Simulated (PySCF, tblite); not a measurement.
**C7H7NSi: geometry, infrared bands and NMR shifts**

What infrared bands and NMR shifts should C7H7NSi (`C#CC[Si@@H]1C=C(C#N)C1`) show?

The runs use tblite 0.8.0 and PySCF 2.14.0, with density-fitted response routines of our own; the level of theory stands in each step. All values are computed, except where a source is named. Atoms count from 0, in the outputs and in this text.

### Step 1. The starting structure

16 atoms, charge 0, multiplicity 1; geometry from: force field or distance geometry start.

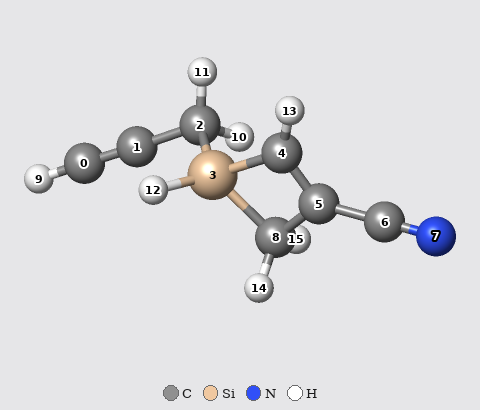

The starting geometry (carbon grey, silicon light orange, nitrogen blue, hydrogen white), atoms numbered; sticks join atoms by distance.

### Step 2. Optimising the geometry with GFN2-xTB

The job: settings as JSON, then the geometry in Å.

```
{"job": {"kind": "relax", "xc": "GFN2-xTB", "basis": "xTB"}, "charge": 0, "multiplicity": 1}
C      3.774700    -0.088800    -0.376000
C      2.717500    -0.063400     0.216000
C      1.458600    -0.023900     0.963200
Si     0.222200     0.828300    -0.163400
C     -1.387900     1.208400     0.543400
C     -2.088000     0.322300    -0.101600
C     -3.520500     0.013800    -0.069400
N     -4.638800    -0.243900    -0.048900
C     -1.013700    -0.287100    -0.863700
H      4.690500    -0.119900    -0.911400
H      1.133000    -1.076000     1.145200
H      1.520500     0.498100     1.929400
H      0.765200     1.884600    -0.992500
H     -1.692100     1.972700     1.275200
H     -1.122400    -0.194500    -1.987700
H     -0.826400    -1.354400    -0.569400
```

Launch:

```bash
> OMP_NUM_THREADS=1 python probes_run.py task.json out
```

This one command runs all jobs of the session in turn.

Log:

```text
step      E/eV     max force
  0    -625.68735    5.559
  1    -626.07241    3.271
  2    -626.18905    3.541
  3    -626.27822    3.250
  4    -626.36966    0.867
  5    -626.41629    1.089
  6    -626.45425    2.667
  7    -626.49731    0.533
  8    -626.50831    0.326
  9    -626.51815    0.316
 10    -626.52428    0.248
 11    -626.52991    0.186
 12    -626.53288    0.171
 13    -626.53480    0.126
 14    -626.53631    0.095
 15    -626.53779    0.101
 16    -626.53916    0.117
 17    -626.54054    0.139
 18    -626.54217    0.132
 19    -626.54433    0.152
 20    -626.54680    0.137
 21    -626.54890    0.109
 22    -626.55025    0.079
 23    -626.55120    0.067
 24    -626.55204    0.078
 25    -626.55276    0.079
 26    -626.55335    0.055
 27    -626.55394    0.065
 28    -626.55461    0.077
 29    -626.55531    0.074
 30    -626.55589    0.062
 31    -626.55633    0.042
 32    -626.55674    0.049
 33    -626.55718    0.062
 34    -626.55758    0.055
 35    -626.55790    0.046
 36    -626.55821    0.051
 37    -626.55856    0.057
 38    -626.55897    0.051
 39    -626.55935    0.040
 40    -626.55963    0.037
 41    -626.55981    0.033
 42    -626.55996    0.031
 43    -626.56015    0.034
 44    -626.56037    0.048
 45    -626.56063    0.048
 46    -626.56085    0.043
 47    -626.56103    0.042
 48    -626.56118    0.033
 49    -626.56132    0.036
 50    -626.56140    0.027
 51    -626.56144    0.014
 52    -626.56146    0.012
 53    -626.56148    0.016
 54    -626.56151    0.017
 55    -626.56155    0.016
 56    -626.56158    0.014
 57    -626.56161    0.013
 58    -626.56164    0.019
 59    -626.56169    0.018
 60    -626.56175    0.029
 61    -626.56183    0.038
 62    -626.56196    0.040
 63    -626.56213    0.041
 64    -626.56228    0.036
 65    -626.56239    0.021
 66    -626.56246    0.020
 67    -626.56255    0.029
 68    -626.56268    0.045
 69    -626.56284    0.046
 70    -626.56298    0.029
 71    -626.56310    0.028
 72    -626.56324    0.040
 73    -626.56347    0.061
 74    -626.56383    0.085
 75    -626.56428    0.080
 76    -626.56466    0.042
 77    -626.56492    0.038
 78    -626.56512    0.039
 79    -626.56539    0.056
 80    -626.56566    0.075
 81    -626.56594    0.054
 82    -626.56619    0.037
 83    -626.56639    0.034
 84    -626.56655    0.039
 85    -626.56689    0.059
 86    -626.56724    0.066
 87    -626.56752    0.042
 88    -626.56768    0.057
 89    -626.56782    0.037
 90    -626.56797    0.030
 91    -626.56821    0.032
 92    -626.56836    0.033
 93    -626.56853    0.026
 94    -626.56861    0.024
 95    -626.56868    0.019
 96    -626.56874    0.019
 97    -626.56878    0.015
 98    -626.56880    0.012
 99    -626.56883    0.016
100    -626.56886    0.016
101    -626.56890    0.017
102    -626.56894    0.019
103    -626.56900    0.026
104    -626.56907    0.067
105    -626.56914    0.052
106    -626.56922    0.044
107    -626.56929    0.036
108    -626.56933    0.032
109    -626.56936    0.020
110    -626.56942    0.022
111    -626.56945    0.017
112    -626.56949    0.017
113    -626.56953    0.014
114    -626.56955    0.012
115    -626.56957    0.009
```

Run time: 2.6 s. Hardware: 1 thread of Intel Xeon at 2.50GHz, shared host; peak memory 0.18 GiB.

Along the way: (not every step is listed)

| step | energy from step 0 (eV) | largest force (eV/Å) |
| --- | --- | --- |
| 0 | 0.0000 | 5.5585 |
| 1 | -0.3851 | 3.2711 |
| 2 | -0.5017 | 3.5410 |
| 3 | -0.5909 | 3.2497 |
| 4 | -0.6823 | 0.8666 |
| 5 | -0.7289 | 1.0893 |
| 6 | -0.7669 | 2.6673 |
| 7 | -0.8100 | 0.5335 |
| 8 | -0.8210 | 0.3260 |
| 18 | -0.8548 | 0.1324 |
| 28 | -0.8673 | 0.0767 |
| 38 | -0.8716 | 0.0512 |
| 48 | -0.8738 | 0.0328 |
| 58 | -0.8743 | 0.0187 |
| 68 | -0.8753 | 0.0449 |
| 78 | -0.8778 | 0.0389 |
| 88 | -0.8803 | 0.0565 |
| 98 | -0.8814 | 0.0124 |
| 108 | -0.8820 | 0.0316 |
| 110 | -0.8821 | 0.0223 |
| 111 | -0.8821 | 0.0165 |
| 112 | -0.8821 | 0.0171 |
| 113 | -0.8822 | 0.0139 |
| 114 | -0.8822 | 0.0119 |
| 115 | -0.8822 | 0.0087 |

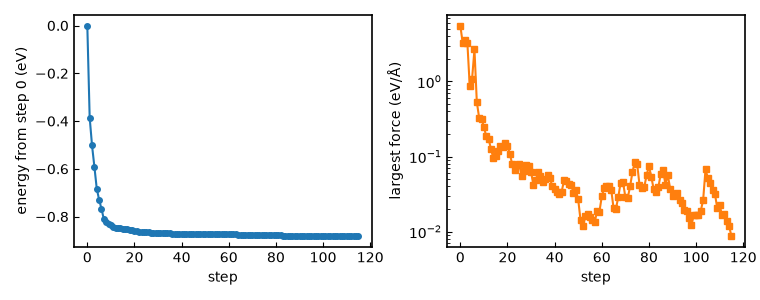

Energy and force, step by step.

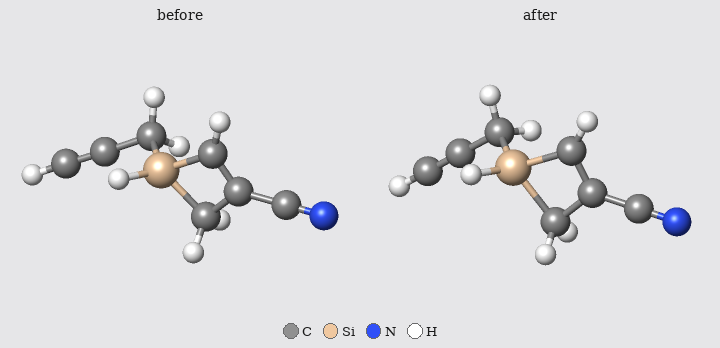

Before and after, at one scale.

Close pairs (by a distance rule), those that changed most:

| bond | before (Å) | after (Å) | change (Å) |
| --- | --- | --- | --- |
| Si3–C8 | 1.806 | 1.932 | +0.126 |
| Si3–C4 | 1.799 | 1.895 | +0.096 |
| C5–C6 | 1.466 | 1.401 | -0.064 |
| C5–C8 | 1.451 | 1.512 | +0.061 |
| C4–C5 | 1.301 | 1.346 | +0.045 |
| C8–H14 | 1.133 | 1.088 | -0.045 |
| C8–H15 | 1.123 | 1.089 | -0.034 |
| C2–Si3 | 1.877 | 1.908 | +0.031 |

The next job starts from the end point, and lists it.

### Step 3. Vibrational analysis with GFN2-xTB

The job: settings as JSON, then the geometry in Å.

```
{"job": {"kind": "ir", "xc": "GFN2-xTB", "basis": "xTB"}, "charge": 0, "multiplicity": 1}
C      3.674678    -0.452325    -0.402868
C      2.712973    -0.153414     0.243846
C      1.543186     0.215998     1.002084
Si     0.212345     1.002848    -0.116840
C     -1.488248     1.197830     0.696614
C     -2.070266     0.279965    -0.097276
C     -3.395682    -0.175422    -0.100024
N     -4.477464    -0.562126    -0.104282
C     -0.983138    -0.213060    -1.026076
H      4.528412    -0.722217    -0.948389
H      1.146501    -0.670693     1.502098
H      1.836332     0.926560     1.777552
H      0.724965     2.122903    -0.904011
H     -1.969125     1.766207     1.475497
H     -1.201364    -0.003271    -2.071556
H     -0.801704    -1.283355    -0.937779
```

Log:

```text
mode    cm-1     km/mol
  1      26.0      2.17
  2      55.5      3.65
  3     103.7      0.44
  4     138.6      5.49
  5     173.7      0.22
  6     183.1      0.04
  7     290.2      0.28
  8     314.7      8.85
  9     353.5      1.73
 10     451.2     12.38
 11     518.8     12.31
 12     535.7     16.00
 13     547.3     65.59
 14     606.0     48.79
 15     624.4     80.07
 16     639.4     37.25
 17     664.8     33.95
 18     711.0     51.22
 19     743.0     82.06
 20     771.1     48.26
 21     792.2    141.46
 22     821.1      3.12
 23     901.4     12.11
 24    1010.9     30.23
 25    1054.3      2.88
 26    1099.8     14.63
 27    1111.8     16.95
 28    1150.3      4.85
 29    1202.6     41.41
 30    1241.3      4.78
 31    1423.1      3.67
 32    1456.4      4.26
 33    1590.7      4.18
 34    2275.4    329.68
 35    2292.8     50.85
 36    2351.8    193.39
 37    2954.2     24.41
 38    2967.2     19.71
 39    2989.8     32.77
 40    3008.3     26.77
 41    3091.0     41.14
 42    3401.7      6.07
```

Run time: 2.2 s. Hardware: 1 thread of Intel Xeon at 2.50GHz, shared host; peak memory 0.18 GiB.

The strongest bands and the atoms that carry them (share of the mass-weighted mode):

| cm⁻¹ | km/mol | atoms |
| --- | --- | --- |
| 547 | 65.6 | C6 36 %, H12 33 % |
| 624 | 80.1 | H9 47 % |
| 711 | 51.2 | C2 17 %, H15 14 % |
| 743 | 82.1 | C4 25 %, H13 16 %, Si3 15 % |
| 792 | 141.5 | Si3 31 %, H13 14 %, C4 13 %, C2 12 % |
| 2275 | 329.7 | H12 96 % |
| 2293 | 50.9 | C1 58 %, C0 31 % |
| 2352 | 193.4 | C6 60 %, N7 39 % |

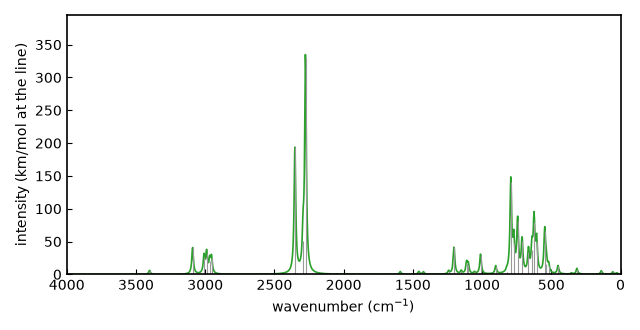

The infrared spectrum from these modes, unscaled. Lines are broadened to a width of 14 cm⁻¹ (Lorentzian).

### Step 4. NMR shieldings: PBE0/pcSseg-1

Same as in step 3 but for these lines:

```diff
@@ -1,2 +1,2 @@
-{"job": {"kind": "ir", "xc": "GFN2-xTB", "basis": "xTB"}, "charge": 0, "multiplicity": 1}
+{"job": {"kind": "nmr", "xc": "PBE0", "basis": "pcSseg-1"}, "charge": 0, "multiplicity": 1}
 C      3.674678    -0.452325    -0.402868
```

With the program's defaults for keys left out, this is: GIAO PBE0/pcSseg-1 NMR shielding, non-relativistic, gas phase.

Log:

```text
coarse grid: 14632 points
cycle   1  E = -614.3828667709  dE =  1.345e+00  |g| = 5.630e-01  |ddm| = 4.046e+00
cycle   2  E = -614.2812402588  dE =  1.016e-01  |g| = 8.958e-01  |ddm| = 1.407e+00
cycle   3  E = -614.4500671195  dE = -1.688e-01  |g| = 2.479e-01  |ddm| = 8.873e-01
cycle   4  E = -614.4635815604  dE = -1.351e-02  |g| = 4.846e-02  |ddm| = 2.298e-01
cycle   5  E = -614.4640753360  dE = -4.938e-04  |g| = 1.889e-02  |ddm| = 6.177e-02
cycle   6  E = -614.4641618593  dE = -8.652e-05  |g| = 5.932e-03  |ddm| = 2.109e-02
cycle   7  E = -614.4641695429  dE = -7.684e-06  |g| = 2.235e-03  |ddm| = 6.698e-03
final grid: 138984 points
cycle   8  E = -614.5181866174  dE = -2.555e-05  |g| = 8.386e-03  |ddm| = 3.786e-02
cycle   9  E = -614.5181616763  dE =  2.494e-05  |g| = 1.307e-02  |ddm| = 1.820e-02
cycle  10  E = -614.5182030698  dE = -4.139e-05  |g| = 2.781e-03  |ddm| = 1.086e-02
cycle  11  E = -614.5182049609  dE = -1.891e-06  |g| = 4.144e-04  |ddm| = 2.289e-03
cycle  12  E = -614.5182049977  dE = -3.682e-08  |g| = 1.548e-04  |ddm| = 5.201e-04
cycle  13  E = -614.5182050026  dE = -4.845e-09  |g| = 7.344e-05  |ddm| = 1.908e-04
cycle  14  E = -614.5182050038  dE = -1.191e-09  |g| = 2.092e-05  |ddm| = 7.230e-05
cycle  15  E = -614.5182050038  dE = -6.776e-11  |g| = 9.772e-06  |ddm| = 2.353e-05
converged SCF energy = -614.5182050038

GIAO shielding tensors (ppm)
atom      isotropic    diamagn.    paramagn.     s11        s22        s33       span
  0 C      111.890     256.597    -144.707     36.195     40.788    258.689    222.494
  1 C      104.870     260.635    -155.765      7.813     11.766    295.032    287.218
  2 C      181.448     250.930     -69.481    172.701    176.428    195.216     22.515
  3 Si     365.809     877.918    -512.109    334.774    370.232    392.420     57.645
  4 C       21.528     254.801    -233.273    -89.764      1.681    152.668    242.431
  5 C       45.185     263.371    -218.186    -70.535     56.465    149.624    220.160
  6 C       66.819     256.972    -190.153    -54.302    -42.187    296.946    351.247
  7 N      -57.382     340.234    -397.616   -195.874   -188.700    212.428    408.301
  8 C      159.196     251.457     -92.261    146.648    149.183    181.759     35.111
  9 H       30.363      33.714      -3.351     24.984     25.111     40.994     16.010
 10 H       29.649      29.518       0.131     24.908     28.472     35.568     10.660
 11 H       29.559      25.801       3.759     24.073     28.483     36.122     12.049
 12 H       26.582      27.592      -1.010     23.309     25.365     31.073      7.764
 13 H       24.741      31.504      -6.763     22.414     25.156     26.652      4.238
 14 H       29.412      30.603      -1.191     26.415     27.645     34.175      7.760
 15 H       29.508      32.017      -2.509     26.339     28.500     33.685      7.345
```

Wall time 2.3 min (1 thread of Intel Xeon at 2.50GHz, shared host); peak memory 0.85 GiB.

The references, computed at this level on geometries of the same kind, shield at (ppm): 1H TMS 31.72, 13C TMS 186.9, 29Si TMS 349.2, 15N NH3 267.7. Their shielding less the atom's gives the shift. The references are single molecules in the gas phase, so shifts against H2O, NH3, PH3, H3PO4 or CFCl3 are not on the usual liquid scales and can be off by tens of ppm.

| atoms | environment | σ (ppm) | δ (ppm) | δ scaled to CDCl3 |
| --- | --- | --- | --- | --- |
| C4 | alkene CH | 21.5 | 165.4 | 159.5 |
| C5 | fully substituted alkene carbon | 45.2 | 141.7 | 136.4 |
| C6 | nitrile carbon | 66.8 | 120.1 | 115.3 |
| C1 | alkyne carbon | 104.9 | 82.1 | 78.2 |
| C0 | terminal alkyne carbon | 111.9 | 75.0 | 71.3 |
| C8 | allylic sp3 CH2 bonded to Si | 159.2 | 27.7 | 25.1 |
| C2 | propargylic sp3 CH2 bonded to Si | 181.4 | 5.5 | 3.4 |
| H13 | hydrogen on an alkene CH | 24.74 | 6.98 | 6.68 |
| H12 | hydrogen on a silicon bonded to 3 C, in a 4-membered ring | 26.58 | 5.13 | – |
| H14 | hydrogen on an allylic sp3 CH2 bonded to Si | 29.41 | 2.31 | 2.28 |
| H15 | hydrogen on an allylic sp3 CH2 bonded to Si | 29.51 | 2.21 | 2.19 |
| H11 | hydrogen on a propargylic sp3 CH2 bonded to Si | 29.56 | 2.16 | 2.14 |
| H10 | hydrogen on a propargylic sp3 CH2 bonded to Si | 29.65 | 2.07 | 2.05 |
| H9 | hydrogen on a terminal alkyne carbon | 30.36 | 1.35 | 1.38 |
| Si3 | silicon bonded to 3 C, H, in a 4-membered ring | 365.8 | -16.7 | – |
| N7 | nitrile nitrogen | -57.4 | 325.1 | – |

The scaled column applies a straight-line fit of computed shieldings to shifts measured in CDCl3 (root-mean-square error 0.16 ppm for H, 1.9 ppm for C).

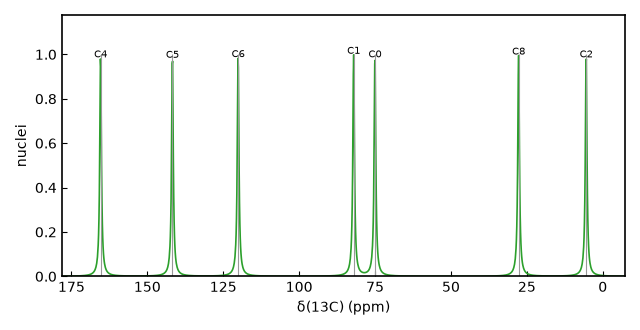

13C lines at the computed shifts, without couplings. Lines are broadened to a width of 0.64 ppm (Lorentzian).

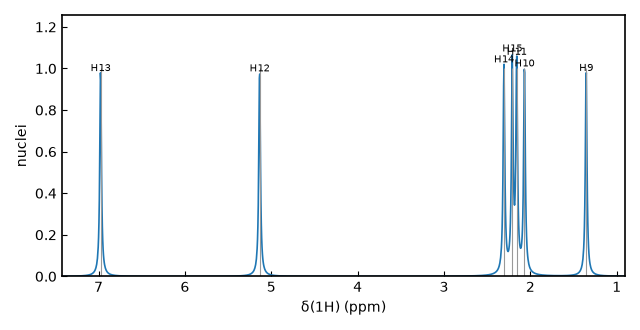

1H lines at the computed shifts, without couplings. Lines are broadened to a width of 0.02 ppm (Lorentzian).

Charges from the same density, by scheme (e):

| atoms | Mulliken | IAO | Hirshfeld | ESP fit |
| --- | --- | --- | --- | --- |
| C0 | -0.37 | -0.26 | -0.13 | -0.54 |
| C1 | 0.13 | -0.03 | -0.05 | 0.14 |
| C2 | -0.44 | -0.56 | -0.14 | -0.49 |
| Si3 | 0.90 | 0.93 | 0.40 | 0.74 |
| C4 | -0.27 | -0.40 | -0.12 | -0.57 |
| C5 | -0.21 | -0.01 | 0.02 | 0.21 |
| C6 | 0.16 | 0.14 | 0.08 | 0.35 |
| N7 | -0.23 | -0.23 | -0.21 | -0.44 |
| C8 | -0.41 | -0.53 | -0.16 | -0.55 |

Mulliken charges:

C0 -0.37; C1 0.13; C2 -0.44; Si3 0.90; C4 -0.27; C5 -0.21; C6 0.16; N7 -0.23; C8 -0.41; H9 0.04; H10 0.18; H11 0.18; H12 -0.04; H13 0.08; H14 0.16; H15 0.16

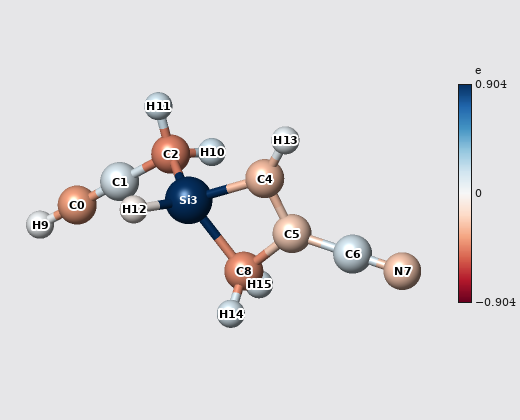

Mulliken charges, as colours on the atoms.

Mayer bond orders: C0–C1 2.54, C1–C2 1.08, C2–Si3 0.88, Si3–C4 0.89, C4–C5 1.71, C5–C6 1.03, C6–N7 3.02, C5–C8 0.99, C8–Si3 0.90.

Ring of atoms Si3, C4, C5, C8: NICS(0) 0.5, NICS(1) -2.4, NICS(1)zz 2.8 ppm (means of both faces).

Orbitals, density, ELF and potential are computed afterwards from the orbital file.

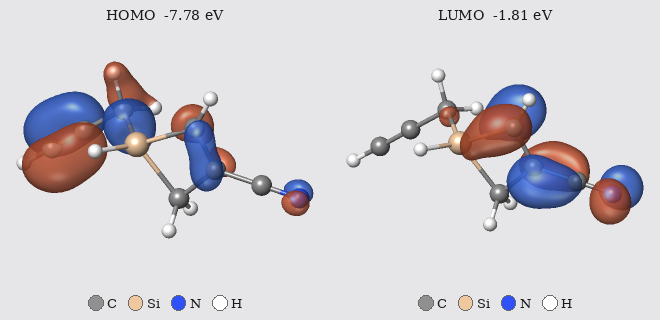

PBE0/pcSseg-1 orbitals near the gap, drawn at the value that encloses 70 % of each; the two colours are the two signs.

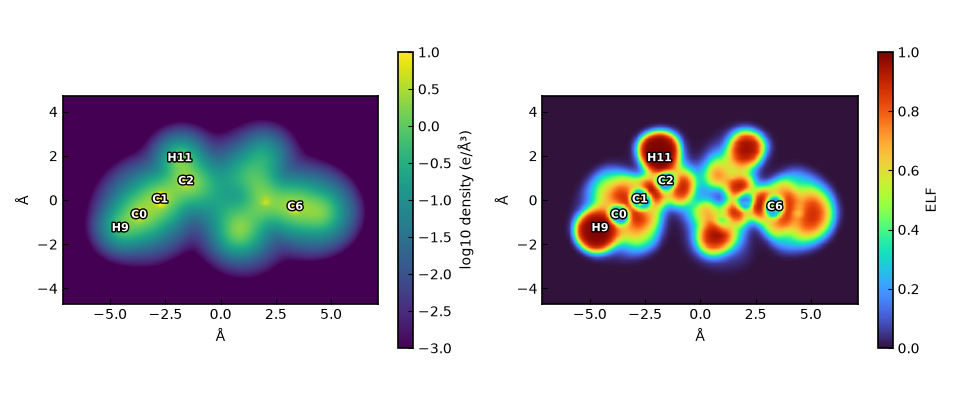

Density (left) and ELF (right) in a plane through or near 6 of the atoms.

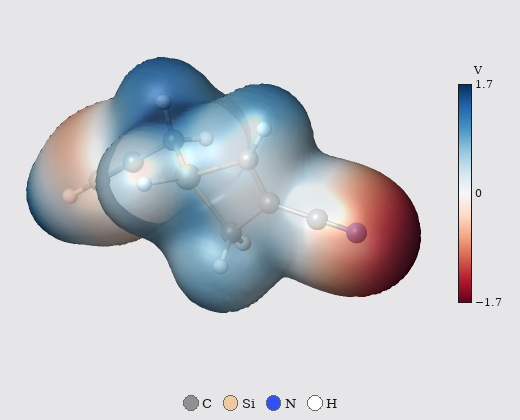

Electrostatic potential on the surface of density 0.002 e/bohr³; red is low, blue high. It runs from -1.70 V near N7 to 1.59 V near H11.

### Step 5. What came out

| quantity | value |
| --- | --- |
| strongest single infrared mode (GFN2-xTB) | 2275 cm⁻¹, 330 km/mol |
| zero-point energy (GFN2-xTB) | 69.5 kcal/mol |
| 13C shifts against TMS (PBE0/pcSseg-1) | 165.4, 141.7, 120.1, 82.1, 75.0, 27.7, 5.5 ppm |
| 1H shifts against TMS (PBE0/pcSseg-1) | 6.98, 5.13, 2.31, 2.21, 2.16, 2.07, 1.35 ppm |
| 29Si shifts against TMS (PBE0/pcSseg-1) | -16.7 ppm |
| 15N shifts against NH3 (PBE0/pcSseg-1) | 325.1 ppm |
| surface potential, least and greatest | -1.70 V and 1.59 V |

What this shows: The optimisation took 115 steps and gained 0.882 eV; among the close pairs (by a distance rule), Si3–C8 changed most, from 1.806 to 1.932 Å. All 42 modes are real, so the xTB geometry is a minimum. The strongest single mode, at 2275 cm⁻¹, moves mainly H12. GFN2-xTB is a fitted tight-binding method: band positions and strengths are rough. Its intensities can rank the bands wrongly. H13 (hydrogen on an alkene CH) lies farthest downfield among hydrogen, at 6.98 ppm; olefinic region. At PBE0/pcSseg-1: The widest tensor belongs to N7: span 408 ppm, with a paramagnetic part of -398 ppm. By nearest atom (PBE0/pcSseg-1), the HOMO sits on C0 34 %; C1 25 % and the LUMO on C4, C5 about 26 % each; N7 18 %.
